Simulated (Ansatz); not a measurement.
# One shape, several levels: [H2PO2]− (SMILES O=[PH2][O-])

Aim: a comparison of 6 runs (SVWN5/STO-3G, UPBE0/STO-3G, r2SCAN0/STO-3G, MP2/STO-3G, CCSDT(Q)/STO-3G, CCSD(T)/STO-3G) of [H2PO2]−. 

Program for the calculation: Ansatz 0.2.0.

5 further runs of the same task are left out: 4 that didn't finish, 1 set aside as unsound or not needed.

## (1) The system as given

[H2PO2]−: 5 atoms, total charge -1, spin state singlet. SMILES: `O=[PH2][O-]`. The P2–O1 distance was set to 2.218 Å, away from the relaxed value.

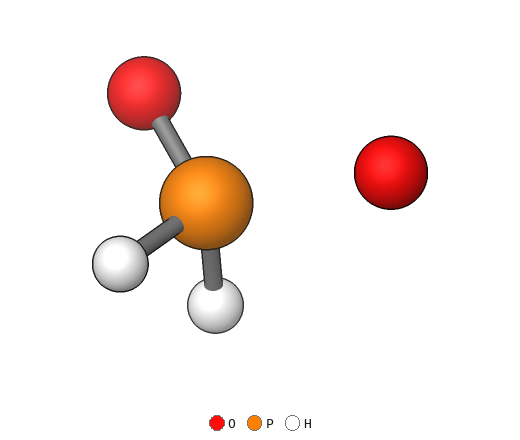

Viewed from a chosen angle; oxygen red, phosphorus orange, hydrogen white.

## (2) A single-point energy at SVWN5/STO-3G (run 1)

The input, run.yaml:

```yaml
crystal:
  periodic: [false, false, false]
  atoms:
    - {symbol: O, position_ang: [-0.866613, 0.641790, 1.983780]}
    - {symbol: P, position_ang: [0.023990, -0.029410, 0.067110]}
    - {symbol: O, position_ang: [1.087130, -1.056140, 0.105400]}
    - {symbol: H, position_ang: [-0.993470, -0.417790, -0.831230]}
    - {symbol: H, position_ang: [0.452100, 1.085290, -0.686190]}
basis:
  gaussian: {orbitals: STO-3G}
total_charge: -1
magnetization: {spin_polarized: false, initial_magnetization: 0}
hamiltonian: {xc: {name: SVWN5}}
accuracy: high
```

Command:

```console
ansatz run run.yaml --threads 1 --pin off --max-ram 2610MiB --events-out events.jsonl --progress --plain --runs-dir runs
```

The program printed:

```text
Warning: RAYON_NUM_THREADS=1 ignored (pool sized by the plan → 1); use --threads N
Functional definition: SVWN5
  name "SVWN5"
  exchange = slater_x
  correlation = vwn5_c
376 factors; integrals over basis functions are off by at most 2.9e-8 eV
mean field evaluation 1: about -13167.6671 eV, gradient 4.6e1 eV
mean field evaluation 2: about -12948.1725 eV, gradient 8.1e1 eV
mean field evaluation 4: about -13152.7270 eV, gradient 4.3e1 eV
mean field evaluation 8: about -13176.6759 eV, gradient 7.1e-2 eV
mean field evaluation 16: about -13168.6036 eV, gradient 9.8e0 eV
mean field -13176.64892237 eV, -484.2329164436 hartree, gradient 1.8e-8 eV, S^2 0.000000; 0 other end points of the search recorded, 0 dependent functions left out
reference -13176.64892370 eV, -484.2329164924 hartree; 17, 17 occupied and 4, 4 virtual orbitals, 376 factors
Total energy: -13176.64892370 eV, -484.2329164924 hartree
```

It took 0.86 s on 1 thread of Arm Neoverse V1, shared host; peak memory 0.092 GiB.

## (3) The energy at UPBE0/STO-3G (run 2)

The input, input.yaml:

```yaml
crystal:
  periodic: [false, false, false]
  atoms:
    - {symbol: O, position_ang: [-0.866613, 0.641790, 1.983780]}
    - {symbol: P, position_ang: [0.023990, -0.029410, 0.067110]}
    - {symbol: O, position_ang: [1.087130, -1.056140, 0.105400]}
    - {symbol: H, position_ang: [-0.993470, -0.417790, -0.831230]}
    - {symbol: H, position_ang: [0.452100, 1.085290, -0.686190]}
basis:
  gaussian:
    orbitals: STO-3G
total_charge: -1
magnetization:
  spin_polarized: true
  initial_magnetization: 0
hamiltonian:
  xc: pbe0
accuracy: high
```

Command:

```console
ansatz run input.yaml --threads 1 --pin off --max-ram 2610MiB --events-out events.jsonl --progress --plain --runs-dir runs
```

The program printed:

```text
Warning: RAYON_NUM_THREADS=1 ignored (pool sized by the plan → 1); use --threads N
Functional definition: PBE0
  name "PBE0"
  parameter a = 0.25
  parameter kappa = 0.804
  parameter beta = 0.06672455060314922
  exchange = (1 - a)*pbe_x(kappa = kappa, mu = beta*pi^2/3) + a*exact_x
  correlation = pbe_c(beta = beta)
376 factors; integrals over basis functions are off by at most 2.9e-8 eV
mean field evaluation 1: about -13224.7331 eV, gradient 3.3e1 eV
mean field evaluation 2: about -13015.8327 eV, gradient 6.9e1 eV
mean field evaluation 4: about -13221.1063 eV, gradient 3.0e1 eV
mean field evaluation 8: about -13235.1014 eV, gradient 9.8e-2 eV
mean field evaluation 16: about -13235.2308 eV, gradient 8.2e-1 eV
mean field evaluation 32: about -13235.3975 eV, gradient 3.5e-2 eV
mean field evaluation 64: about -13235.3979 eV, gradient 9.0e-2 eV
mean field -13235.40022668 eV, -486.3919870540 hartree, gradient 4.8e-8 eV, S^2 0.581958; 7 other end points of the search recorded, 0 dependent functions left out
reference -13235.40022772 eV, -486.3919870921 hartree; 17, 17 occupied and 4, 4 virtual orbitals, 376 factors
Total energy: -13235.40022772 eV, -486.3919870921 hartree
```

It took 9.6 s on 1 thread of Arm Neoverse V1, shared host; peak memory 0.13 GiB.

## (4) A single-point energy at r2SCAN0/STO-3G (run 3)

The input, run.yaml:

```yaml
crystal:
  periodic: [false, false, false]
  atoms:
    - symbol: O
      position_ang: [-0.866613, 0.641790, 1.983780]
    - symbol: P
      position_ang: [0.023990, -0.029410, 0.067110]
    - symbol: O
      position_ang: [1.087130, -1.056140, 0.105400]
    - symbol: H
      position_ang: [-0.993470, -0.417790, -0.831230]
    - symbol: H
      position_ang: [0.452100, 1.085290, -0.686190]
basis:
  gaussian:
    orbitals: STO-3G
total_charge: -1
hamiltonian:
  xc: {name: r2SCAN0}
accuracy: high
```

Command:

```console
ansatz run run.yaml --threads 1 --pin off --max-ram 2610MiB --events-out events.jsonl --progress --plain --runs-dir runs
```

The program printed:

```text
Warning: RAYON_NUM_THREADS=1 ignored (pool sized by the plan → 1); use --threads N
Functional definition: r2SCAN0
  name "r2SCAN0"
[... 1 set-up line as earlier in the session ...]
  parameter k0 = 0.174
  parameter k1 = 0.065
  parameter a1 = 4.9479
  exchange = (1 - a)*r2scan_x(k0 = k0, k1 = k1, a1 = a1) + a*exact_x
  correlation = r2scan_c
376 factors; integrals over basis functions are off by at most 2.9e-8 eV
mean field evaluation 1: about -13229.5882 eV, gradient 4.6e1 eV
mean field evaluation 2: about -13022.3010 eV, gradient 1.0e2 eV
mean field evaluation 4: about -13228.2795 eV, gradient 4.1e1 eV
mean field evaluation 8: about -13240.1728 eV, gradient 8.2e-3 eV
mean field -13240.16943481 eV, -486.5672522201 hartree, gradient 1.3e-8 eV, S^2 0.000000; 0 other end points of the search recorded, 0 dependent functions left out
reference -13240.16943504 eV, -486.5672522285 hartree; 17, 17 occupied and 4, 4 virtual orbitals, 376 factors
Total energy: -13240.16943504 eV, -486.5672522285 hartree
```

Wall time 3.3 s (1 thread of Arm Neoverse V1, shared host); peak memory 0.14 GiB.

Runs 4 to 5 aren't shown in full; the table further down has their settings and results.

## (5) The energy at CCSD(T)/STO-3G (run 6)

The input, in.yaml:

```yaml
crystal:
  periodic: [false, false, false]
  atoms:
    - {symbol: O, position_ang: [-0.866613, 0.641790, 1.983780]}
    - {symbol: P, position_ang: [0.023990, -0.029410, 0.067110]}
    - {symbol: O, position_ang: [1.087130, -1.056140, 0.105400]}
    - {symbol: H, position_ang: [-0.993470, -0.417790, -0.831230]}
    - {symbol: H, position_ang: [0.452100, 1.085290, -0.686190]}
basis:
  gaussian:
    orbitals: STO-3G
total_charge: -1
correlation:
  method: ccsd_t
  frozen_orbitals: {H: 0, O: 1, P: 5}
accuracy: high
scf:
  omitted_lower_state_checks: [cluster_reference, increment]
```

Command:

```console
ansatz run in.yaml --threads 1 --pin off --max-ram 2610MiB --events-out events.jsonl --progress --plain --runs-dir runs
```

The program printed:

```text
Warning: RAYON_NUM_THREADS=1 ignored (pool sized by the plan → 1); use --threads N
[... 13 lines left out ...]
7 core orbitals not correlated: weight in the atoms' cores, before any rotation towards them, 1.000 or more for the frozen orbitals, at most 0.000 for the correlated occupied ones
[... 42 lines left out ...]
Total energy: -13210.56001672 eV, -485.4791261754 hartree
Checks for a lower state left out: cluster_reference, increment
```

Wall time 0.26 s (1 thread of Arm Neoverse V1, shared host).

## (6) The series

```
run            level  frozen core orbitals  energy (Eh)  wall time
  1     SVWN5/STO-3G                     –  -484.232916     0.86 s
  2     UPBE0/STO-3G                     –  -486.391987      9.6 s
  3   r2SCAN0/STO-3G                     –  -486.567252      3.3 s
  4       MP2/STO-3G                     7  -485.442955     0.18 s
  5  CCSDT(Q)/STO-3G                     7  -485.480351     0.58 s
  6   CCSD(T)/STO-3G                     7  -485.479126     0.26 s
```

## (7) Outcome

```
                                          quantity          value
                               run 6: total energy  -485.47913 Eh
run 6: correlation energy (7 core orbitals frozen)     -129.1 mEh
                             run 6: (T) correction      -6.47 mEh
                              run 6: T1 diagnostic          0.024
```

**Reading.** Totals of different functionals can't be ranked against each other. In runs 4, 5, 6 the log says that unrestricted orbitals would lower the reference, so the values rest on an unstable closed-shell determinant (other closed-shell runs at this shape may share the fault). In runs 1, 2, 3, 4, 5, 6 the basis is minimal, so the values are rough. Spin contamination of the reference: run 2 ⟨S²⟩ = 0.58. All runs together took 15 s, the longest 9.6 s.
